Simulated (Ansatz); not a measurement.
# PH₂+ (singlet): correlated methods under varied settings

Aim: run PH₂+ (singlet) at one geometry under a spread of methods and options, and see what each costs and gives.

Computed with Ansatz 0.2.0, Gaussian basis. Level: the settings change from run to run.

13 further runs of the same task are left out: 4 that didn't finish, 9 set aside as unsound or not needed.

### 1 What is computed

The geometry is a PBE0/def2-TZVP stationary point (not a proven minimum).

3 atoms, charge 1, spin multiplicity 1.

Atoms are counted from 1 here; the program's logs count them from 0.

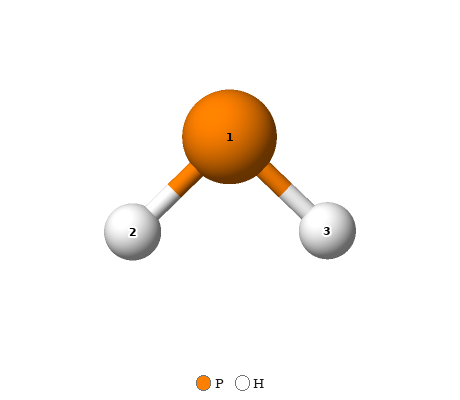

The structure; phosphorus orange, hydrogen white; atoms are numbered from 1 in the order of the file.

Coordinates:

```
P     0.0000   -0.0608    0.0000
H     0.0000    0.9346   -1.0256
H     0.0000    0.9346    1.0256
```

### 2 BCCD on RHF/cc-pVDZ

File in.yaml:

```yaml
crystal:
  periodic: [false, false, false]
  atoms:
    - {symbol: P, position_ang: [0.000000, -0.060825, 0.000000]}
    - {symbol: H, position_ang: [0.000000, 0.934570, -1.025556]}
    - {symbol: H, position_ang: [0.000000, 0.934568, 1.025558]}
basis:
  gaussian: {orbitals: cc-pVDZ}
total_charge: 1
magnetization: {spin_polarized: false}
correlation: {method: bccd, electrons: valence}
```

Launch:

```console
$ ansatz run in.yaml --threads 1 --pin off --events-out ev --progress --plain --max-ram 2393MiB
```

The log of the run:

```text
Functional definition: HF
  name "HF"
  cite "Fock, Z. Phys. 61, 126 (1930) doi:10.1007/BF01340294"
  parent pbe
  exchange = exact_x
  correlation = 0
282 factors; integrals over basis functions are off by at most 8.7e-4 eV
mean field evaluation 1: about -9293.2743 eV, gradient 6.7e0 eV
mean field evaluation 2: about -9293.2753 eV, gradient 6.7e0 eV
mean field evaluation 4: about -9293.4893 eV, gradient 2.7e-1 eV
mean field evaluation 8: about -9293.4897 eV, gradient 3.7e-5 eV
mean field -9293.48965287 eV, -341.5294453894 hartree, gradient 7.8e-7 eV, S^2 0.000000; 0 other end points of the search recorded, 0 dependent functions left out; unrestricted orbitals would lower it
mean field evaluation 16: about -9293.4442 eV, gradient 8.4e0 eV
5 core orbitals not correlated: weight in the atoms' cores, before any rotation towards them, 1.000 or more for the frozen orbitals, at most 0.000 for the correlated occupied ones
reference -9293.48965287 eV, -341.5294453894 hartree; 3, 3 occupied and 20, 20 virtual orbitals, 282 factors
second order -2.63817614 eV of doubles, -0.00000000 eV of singles
cycle   1  -3.19013655 eV  change   -5.5e-1 eV  update   5.9e-2
cycle   2  -3.42672538 eV  change   -2.4e-1 eV  update   2.6e-2
cycle   3  -3.43539280 eV  change   -8.7e-3 eV  update   8.2e-3
cycle   4  -3.43791597 eV  change   -2.5e-3 eV  update   2.7e-3
cycle   5  -3.43736612 eV  change    5.5e-4 eV  update   9.9e-4
cycle   6  -3.43739770 eV  change   -3.2e-5 eV  update   3.7e-4
cycle   7  -3.43760506 eV  change   -2.1e-4 eV  update   1.1e-4
cycle   8  -3.43757332 eV  change    3.2e-5 eV  update   2.4e-5
cycle   9  -3.43756909 eV  change    4.2e-6 eV  update   6.3e-6
Total energy: -9296.92722196 eV, -341.6557737235 hartree
```

Run time: 0.18 s. Hardware: 1 thread of Intel Xeon 6975P-C, shared host.

From the report: correlation -3.4376 eV; largest double amplitude 0.10.

### 3 CCSD(T)/cc-pVDZ

in.yaml: that of step 2 with these lines changed.

```diff
@@ -9,3 +9,6 @@
 total_charge: 1
-magnetization: {spin_polarized: false}
-correlation: {method: bccd, electrons: valence}
+magnetization: {spin_polarized: true, initial_magnetization: 0}
+hamiltonian: {xc: {name: B3LYP}, pseudopotentials: {relativity: none}}
+correlation: {method: ccsd_t, electrons: valence}
+scf: {lower_state_search: off}
+output: {forces: true}
```

Same command.

The log of the run (excerpt; [...] marks lines left out):

```text
Functional definition: B3LYP
  name "B3LYP"
  cite "Stephens, Devlin, Chabalowski & Frisch, J. Phys. Chem. 98, 11623 (1994) doi:10.1021/j100096a001"
  cite "Becke, Phys. Rev. A 38, 3098 (1988) doi:10.1103/PhysRevA.38.3098"
  cite "Lee, Yang & Parr, Phys. Rev. B 37, 785 (1988) doi:10.1103/PhysRevB.37.785"
  cite "Vosko, Wilk & Nusair, Can. J. Phys. 58, 1200 (1980) doi:10.1139/p80-159"
[...]
282 factors; integrals over basis functions are off by at most 8.7e-4 eV
[...]
mean field -9310.66805512 eV, -342.1607400282 hartree, gradient 4.8e-7 eV, S^2 0.000000; 0 other end points of the search recorded, 0 dependent functions left out
5 core orbitals not correlated: weight in the atoms' cores, before any rotation towards them, 1.000 or more for the frozen orbitals, at most 0.000 for the correlated occupied ones
reference -9293.32735740 eV, -341.5234811408 hartree; 3, 3 occupied and 20, 20 virtual orbitals, 282 factors
second order -2.73772897 eV of doubles, -0.08873177 eV of singles
cycle   1  -3.32895430 eV  change   -5.0e-1 eV  update   5.5e-2
[...]
cycle  13  -3.55238985 eV  change   -7.8e-8 eV  update   4.1e-8
perturbative correction -0.07078892 eV, -0.0026014449 hartree
[...]
Total energy: -9296.95053617 eV, -341.6566305049 hartree
Atom 0 at     0.000000    -0.060825     0.000000 Å, force     0.000000    -0.132338    -0.000000 eV/Å
Atom 1 at     0.000000     0.934570    -1.025556 Å, force     0.000000     0.066169    -0.164325 eV/Å
Atom 2 at     0.000000     0.934568     1.025558 Å, force    -0.000000     0.066169     0.164325 eV/Å
Dipole moment:    -0.000000     0.187098     0.000000 e Å
Checks for a lower state left out: starts, cluster_reference, orbital_swaps, neighbouring_geometries, increment
```

Run time: 0.75 s. Hardware: 1 thread of Intel Xeon 6975P-C, shared host.

From the report: ⟨S²⟩ of the determinant 0.000 (pure singlet: 0.00); correlation -3.6232 eV; T1 0.010; largest double amplitude 0.10. The orbitals are Kohn-Sham ones, so correlation energy and T1 don't compare with those on Hartree-Fock orbitals.

### 4 CCSD on UHF/cc-pVDZ

File in.yaml:

```yaml
crystal:
  periodic: [false, false, false]
  atoms:
    - {symbol: P, position_ang: [0.000000, -0.060825, 0.000000]}
    - {symbol: H, position_ang: [0.000000, 0.934570, -1.025556]}
    - {symbol: H, position_ang: [0.000000, 0.934568, 1.025558]}
basis:
  gaussian: {orbitals: cc-pVDZ, fitting: {mean_field: def2-universal-jkfit}}
total_charge: 1
magnetization: {spin_polarized: true, initial_magnetization: 0}
hamiltonian: {pseudopotentials: {relativity: scalar}}
correlation: {method: ccsd, electrons: valence}
output: {forces: true}
```

Launched as before.

The log of the run (excerpt; [...] marks lines left out):

```text
Functional definition: HF
  name "HF"
  cite "Fock, Z. Phys. 61, 126 (1930) doi:10.1007/BF01340294"
  parent pbe
[...]
164 factors; integrals over basis functions are off by at most 4.3e-1 eV
[...]
mean field -9313.44289319 eV, -342.2627134463 hartree, gradient 2.0e-6 eV, S^2 0.385545; 4 other end points of the search recorded, 0 dependent functions left out
determinant -9313.44289319 eV, -342.2627134463 hartree, with singles and doubles -9316.75462175 eV, -342.3844172261 hartree
determinant -9311.89867658 eV, -342.2059645327 hartree, with singles and doubles -9315.07017100 eV, -342.3225148029 hartree
determinant -9313.33889141 eV, -342.2588914515 hartree, with singles and doubles -9316.77768482 eV, -342.3852647784 hartree
determinant -9313.44289319 eV, -342.2627134463 hartree, with singles and doubles -9316.76776183 eV, -342.3849001151 hartree
determinant -9313.33889141 eV, -342.2588914515 hartree, with singles and doubles -9316.77779639 eV, -342.3852688787 hartree
5 core orbitals not correlated: weight in the atoms' cores, before any rotation towards them, 1.000 or more for the frozen orbitals, at most 0.000 for the correlated occupied ones
reference -9313.33889141 eV, -342.2588914515 hartree; 3, 3 occupied and 20, 20 virtual orbitals, 164 factors
second order -2.63443138 eV of doubles, -0.00000000 eV of singles
cycle   1  -3.43890894 eV  change   -4.0e-6 eV  update   1.2e-6
cycle   2  -3.43891090 eV  change   -2.0e-6 eV  update   5.9e-7
[...]
Total energy: -9316.77780231 eV, -342.3852690963 hartree
Relativity: scalar
Atom 0 at     0.000000    -0.060825     0.000000 Å, force    -0.000000    -0.081968    -0.000000 eV/Å
Atom 1 at     0.000000     0.934570    -1.025556 Å, force     0.000000     0.040984    -0.139188 eV/Å
Atom 2 at     0.000000     0.934568     1.025558 Å, force     0.000000     0.040984     0.139188 eV/Å
Dipole moment:     0.000000     0.186822     0.000000 e Å
```

It took 0.45 s on 1 thread of Intel Xeon 6975P-C, shared host.

From the report: ⟨S²⟩ of the determinant 0.000 (pure singlet: 0.00); correlation -3.4389 eV; T1 0.012; largest double amplitude 0.10.

### 5 BCCD(T) on UHF/cc-pVDZ

File in.yaml:

```yaml
crystal:
  periodic: [false, false, false]
  atoms:
    - {symbol: P, position_ang: [0.000000, -0.060825, 0.000000]}
    - {symbol: H, position_ang: [0.000000, 0.934570, -1.025556]}
    - {symbol: H, position_ang: [0.000000, 0.934568, 1.025558]}
basis:
  gaussian: {orbitals: cc-pVDZ}
total_charge: 1
magnetization: {spin_polarized: true, initial_magnetization: 0}
correlation: {method: bccd_t, electrons: valence}
output: {forces: true}
```

Launched as before.

The log of the run (excerpt; [...] marks lines left out):

```text
Functional definition: HF
  name "HF"
  cite "Fock, Z. Phys. 61, 126 (1930) doi:10.1007/BF01340294"
  parent pbe
[...]
282 factors; integrals over basis functions are off by at most 8.7e-4 eV
[...]
mean field -9293.59788249 eV, -341.5334227545 hartree, gradient 1.6e-6 eV, S^2 0.392145; 4 other end points of the search recorded, 0 dependent functions left out
determinant -9293.59788249 eV, -341.5334227545 hartree, with singles and doubles -9296.90549541 eV, -341.6549752875 hartree
determinant -9292.06143315 eV, -341.4769592827 hartree, with singles and doubles -9295.23594459 eV, -341.5936204263 hartree
5 core orbitals not correlated: weight in the atoms' cores, before any rotation towards them, 1.000 or more for the frozen orbitals, at most 0.000 for the correlated occupied ones
reference -9293.59788249 eV, -341.5334227545 hartree; 3, 3 occupied and 20, 20 virtual orbitals, 282 factors
second order -2.39125174 eV of doubles, -0.00000000 eV of singles
cycle   1  -3.39704776 eV  change   -8.9e-2 eV  update   3.4e-2
[...]
cycle  14  -3.32879995 eV  change    5.1e-7 eV  update   5.4e-7
perturbative correction -0.06893171 eV, -0.0025331937 hartree
[...]
Total energy: -9296.99561414 eV, -341.6582870899 hartree
Atom 0 at     0.000000    -0.060825     0.000000 Å, force    -0.000000    -0.128126    -0.000000 eV/Å
Atom 1 at     0.000000     0.934570    -1.025556 Å, force     0.000000     0.064063    -0.161711 eV/Å
Atom 2 at     0.000000     0.934568     1.025558 Å, force     0.000000     0.064063     0.161711 eV/Å
Dipole moment:     0.000000     0.187798     0.000000 e Å
```

It took 0.78 s on 1 thread of Intel Xeon 6975P-C, shared host.

From the report: ⟨S²⟩ of the determinant 0.392 (pure singlet: 0.00); correlation -3.3977 eV; largest double amplitude 0.10.

### 6 CCSDT(Q) on UHF/aug-cc-pVDZ

in.yaml: that of step 5 with these lines changed.

```diff
@@ -7,6 +7,7 @@
 basis:
-  gaussian: {orbitals: cc-pVDZ}
+  gaussian: {orbitals: aug-cc-pVDZ}
 total_charge: 1
 magnetization: {spin_polarized: true, initial_magnetization: 0}
-correlation: {method: bccd_t, electrons: valence}
-output: {forces: true}
+correlation: {method: ccsdt_q, electrons: outside_noble_gas}
+accuracy: high
+scf: {lower_state_search: off}
```

The command is unchanged.

The log of the run (excerpt; [...] marks lines left out):

```text
Functional definition: HF
  name "HF"
  cite "Fock, Z. Phys. 61, 126 (1930) doi:10.1007/BF01340294"
  parent pbe
[...]
834 factors; integrals over basis functions are off by at most 3.7e-9 eV
[...]
mean field -9293.53585679 eV, -341.5311433522 hartree, gradient 8.0e-8 eV, S^2 0.000000; 0 other end points of the search recorded, 0 dependent functions left out
5 core orbitals not correlated: weight in the atoms' cores, before any rotation towards them, 1.000 or more for the frozen orbitals, at most 0.000 for the correlated occupied ones
reference -9293.53585679 eV, -341.5311433522 hartree; 3, 3 occupied and 37, 37 virtual orbitals, 834 factors
second order -2.71224205 eV of doubles, -0.00000000 eV of singles
cycle   1  -3.26302877 eV  change   -5.5e-1 eV  update   6.4e-2
[...]
cycle  24  -3.61381527 eV  change  -3.8e-10 eV  update  3.0e-10
perturbative correction -0.00347299 eV, -0.0001276301 hartree
Total energy: -9297.15314505 eV, -341.6640762438 hartree
Checks for a lower state left out: stability, starts, cluster_reference, orbital_swaps, neighbouring_geometries, increment
```

It took 11 s on 1 thread of Intel Xeon 6975P-C, shared host; peak memory 0.3 GiB.

From the report: ⟨S²⟩ of the determinant 0.000 (pure singlet: 0.00); correlation -3.6173 eV; T1 0.013; largest double amplitude 0.11.

### 7 The runs in one table

Where basis and cores are those of an earlier FCI/cc-pVDZ run (-9297.0163 eV), and the state is the same kind, the miss against it is given.

```
                               level         correlated  functions  energy (eV)  from FCI (meV)    time
                 BCCD on RHF/cc-pVDZ            valence         28   -9296.9272            89.1  0.18 s
 CCSD(T)/cc-pVDZ (on B3LYP orbitals)            valence         28   -9296.9505                  0.75 s
CCSD on UHF/cc-pVDZ (relativity set)            valence         28   -9316.7778                  0.45 s
              BCCD(T) on UHF/cc-pVDZ            valence         28   -9296.9956            20.7  0.78 s
         CCSDT(Q) on UHF/aug-cc-pVDZ  outside noble gas         45   -9297.1531                    11 s
```

### 8 What came out

```
quantity                              value
    runs                                  5
quickest        BCCD on RHF/cc-pVDZ, 0.18 s
 slowest  CCSDT(Q) on UHF/aug-cc-pVDZ, 11 s
```

**Reading.** Total energies in different bases, with other cores or another treatment of relativity can't be set against each other. CCSDT(Q) on UHF/aug-cc-pVDZ took 61 times as long as BCCD on RHF/cc-pVDZ; the jobs differ in more than the method. Among the correlated runs with a miss given, it spans +21 to +89 meV.
